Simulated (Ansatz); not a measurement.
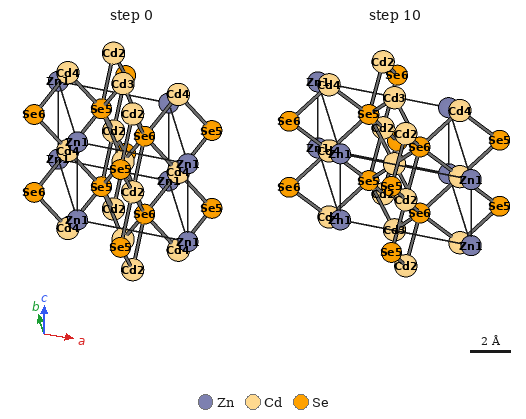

The structure of solid ZnCd3Se2 (a generated structure, set up in P6/mmm) before (left) and after (right) a relaxation, at one scale.

A ball-and-stick model of the cell of the calculation, seen from a free direction.

These are results of Ansatz 0.2.0, DFT PBE, scalar-relativistic, plane waves, PAW, not measurements.

The input:
```yaml
crystal:
  lattice:
    - [6.03267503, 0.0, 0.0]
    - [-3.01633751, 5.22444983, 0.0]
    - [0.0, 0.0, 4.66217056]
  atoms:
    - { symbol: Zn, position: [0.0, 0.0, 0.0] }
    - { symbol: Cd, position: [0.5, 0.0, 0.5] }
    - { symbol: Cd, position: [0.5, 0.5, 0.5] }
    - { symbol: Cd, position: [0.0, 0.5, 0.5] }
    - { symbol: Se, position: [0.33333333, 0.66666667, 0.0] }
    - { symbol: Se, position: [0.66666667, 0.33333333, 0.0] }
basis:
  ecutwfc: 420
kpoints:
  mp_grid: { grid: [6, 6, 8] }
hamiltonian:
  xc: pbe
scf:
  occupations: { method: gaussian, width: 0.1 }
output:
  forces: true
  stress: true
  eigenvalues: true
  write_density: true
  write_potential: true
  elf: true
  volumetric_format: npy
relax:
  adjacent_minimum: "off"
  f_tol: 0.01
  max_steps: 80
  cell: { stress_tol: 0.05 }
```

Run as
```bash
ansatz run input.yaml --threads 1 --pin off --max-ram 2560MiB --backend cpu --events-out ev --progress --plain --runs-dir out
```

Describe what moved and what it gained.

Answer. The energy falls by 1.442 eV per cell of the calculation in 8 accepted moves (10 points after the start). All forces vanish by symmetry, so only the cell relaxes. Pressure: 2.23 GPa at the start and −0.04 GPa at the end. The SCF was repeated twice at an unchanged geometry on a basis and grid sized afresh for the cell, which shifted the energy by 54.0 meV per cell of the calculation at most. No atom moves by more than 0.005 Å relative to the cell. The volume changes by +18.9 %, with a = b 6.033 → 7.141 Å (+18.4 %), c 4.662 → 3.956 Å (−15.2 %). Near-neighbour distances that change, for instance: Cd2–Se5 2.910 → 2.857 Å. Among the angles between lasting bonds that change: Se5–Cd2–Se6 73.5° → 92.4°, Se5–Cd2–Se5 106.5° → 87.6°, Cd2–Se6–Cd2 106.5° → 87.6°. The space group stays P6/mmm (No. 191).
